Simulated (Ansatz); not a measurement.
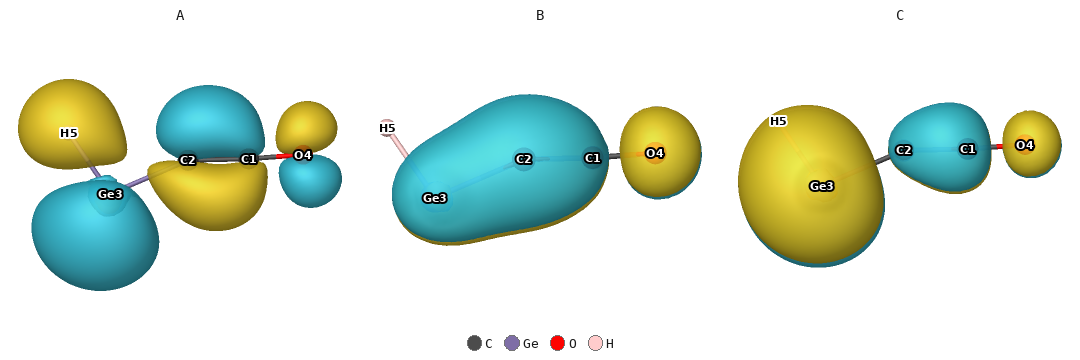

Figure 1: C2HGeO (SMILES O=C=[C]=[GeH]) (doublet). Three frontier orbitals at ±0.08 Å⁻³ᐟ² (yellow and cyan are the two phases), in no order.

Geometry: B3LYP-D3(BJ)/def2-SVP.

Method: Ansatz, isolated molecule in a Gaussian basis; Kohn-Sham density functional theory, functional PBE0.

```
atom    x (Å)   y (Å)    z (Å)
   C  -0.6224  2.2220  -1.7703
   C  -0.8159  1.5092  -0.7002
  Ge  -0.4305  0.3528   0.6468
   O  -0.5048  2.8843  -2.7301
   H  -1.8098  0.3325   1.4413
```

> Order the three orbitals by energy and name them. All are α orbitals.

B is the HOMO−1 (α) (−7.80 eV). Its weight (Hirshfeld) is mainly on C2 (about 45 %), Ge3 (about 20 %), O4 (about 20 %) and C1 (about 15 %); it changes sign across the molecular plane (π type); π-bonding across C1–C2 and C2–Ge3; π-antibonding (a node) across C1–O4. A is the HOMO (α) (−6.93 eV). It lies mainly on Ge3 (about 45 %), C2 (about 20 %), H5 (about 15 %), C1 (about 10 %) and O4 (about 10 %); it is symmetric in the molecular plane (an in-plane orbital: σ, lone-pair or in-plane π type). C is the LUMO (α) (−2.93 eV). Its weight (Hirshfeld) is mainly on Ge3 (about 70 %), C1 (about 10 %), C2 (about 10 %) and O4 (about 5 %); it changes sign across the molecular plane (π type); π-bonding across C1–C2; π-antibonding (a node) across C1–O4.

> What is the gap between the highest occupied and lowest empty α orbitals?

4.00 eV between the orbital energies.
